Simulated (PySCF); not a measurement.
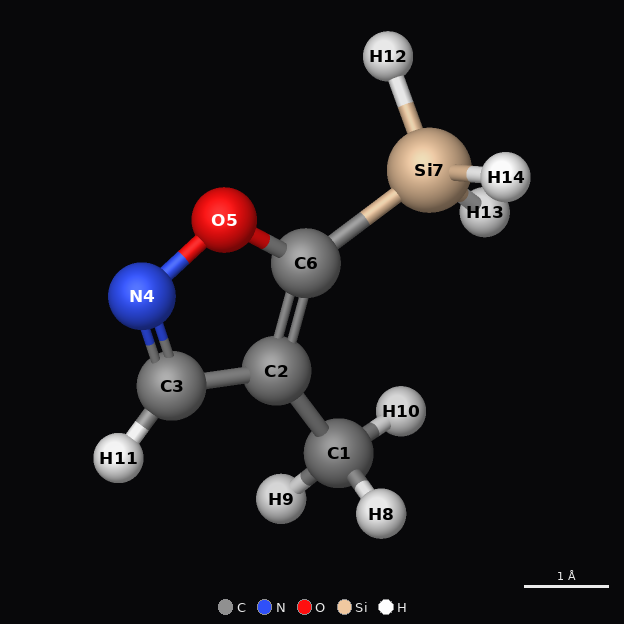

Numbered structure. Computed geometry: GFN2-xTB optimisation. No frequency run is at hand to confirm it as a minimum.

Question: How are the neighbours of atom 5 arranged?

Answer: O5 has 2 neighbours (N4 at 1.35, C6 at 1.35 Å); the arrangement is bent.

Question: Describe the coordination of atom 2.

Answer: C2 has 3 neighbours (C1 at 1.49, C3 at 1.42, C6 at 1.38 Å); the arrangement is trigonal planar.

Question: What is the geometry at C6?

Answer: C6 has 3 neighbours (C2 at 1.38, O5 at 1.35, Si7 at 1.88 Å); the arrangement is trigonal planar.

Question: What is the geometry at C3?

Answer: C3 has 3 neighbours (C2 at 1.42, N4 at 1.30, H11 at 1.07 Å); the arrangement is trigonal planar.

Question: What is the dihedral angle C6–C2–C3–N4?

Answer: 0° in size, that is syn (eclipsed).
